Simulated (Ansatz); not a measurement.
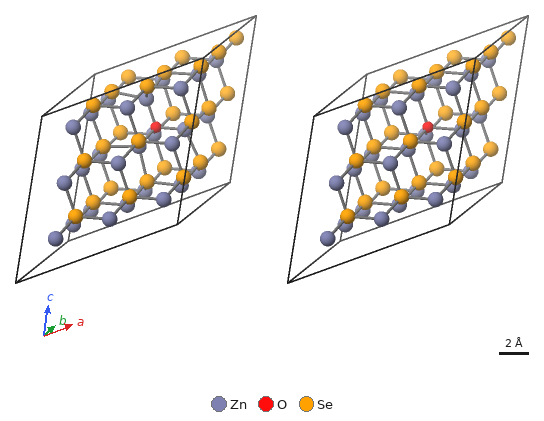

Two geometries of a defect cell of composition Zn27Se26O, drawn at one scale. One is the start of a relaxation, the other its converged end. The picture is a ball-and-stick view of the cell of the calculation (origin shifted), seen slightly off an axis.

Theory: Ansatz 0.2.0, DFT, PBE, plane-wave PAW, default files, scalar-relativistic, frozen cores. Settings: plane-wave cutoff 420 eV; k-point mesh 3 × 3 × 3; occupations fermi dirac; smearing width 0.01 eV; no spin polarisation; potentials kind: paw, frozen_core: stored; atoms relaxed in a fixed cell; force threshold 0.02 eV/Å; at most 50 steps.

Q: Which geometry has the lower energy?

A: The left one is the relaxed one. After 4 geometry steps the energy has fallen by 1.307 eV per cell of the calculation. The largest force component goes from 0.84 to 0.0029 eV/Å. The largest moves, 0.36 Å, are those of Zn atoms. By element the largest moves are Zn 0.36 Å, Se 0.08 Å. O stays in place. The cell stays as it was. Near-neighbour distances that change, for instance: O–Zn 2.454 → 2.098 Å, Se–Zn 2.454 → 2.520 Å. Bond angles that change, for instance: Zn–Se–Zn 109.5° → 117.8°, Se–Zn–Se 109.5° → 101.7°, Se–Zn–Se 109.5° → 112.2°. The run took 8 min on 4 threads of Intel(R) Xeon(R) Platinum 8488C (Sapphire Rapids), on a shared host, peak memory 5.5 GiB.
